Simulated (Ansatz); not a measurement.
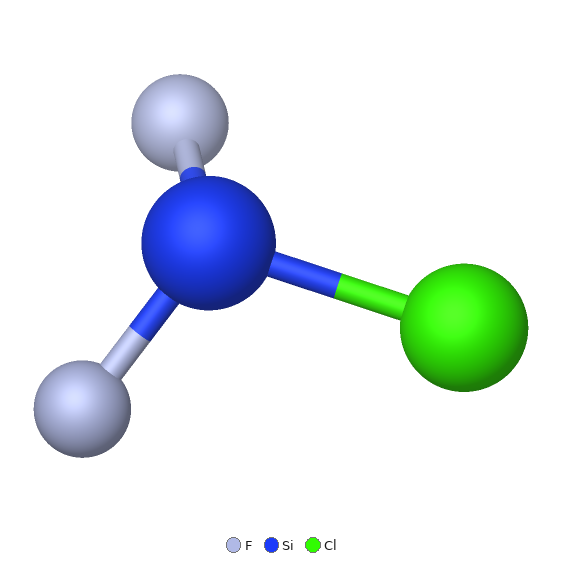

The species is neutral and a spin doublet. Computed geometry: PBE0-D4/def2-TZVP optimisation. No frequency run is at hand to confirm it as a minimum.

Give the structural formula.

SMILES: F[Si](F)Cl

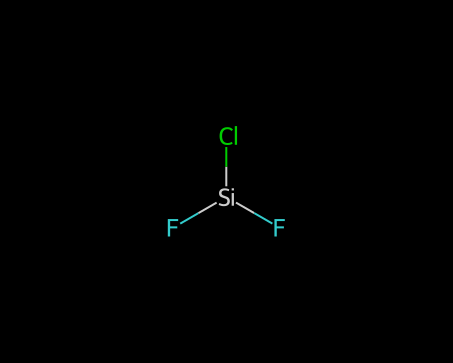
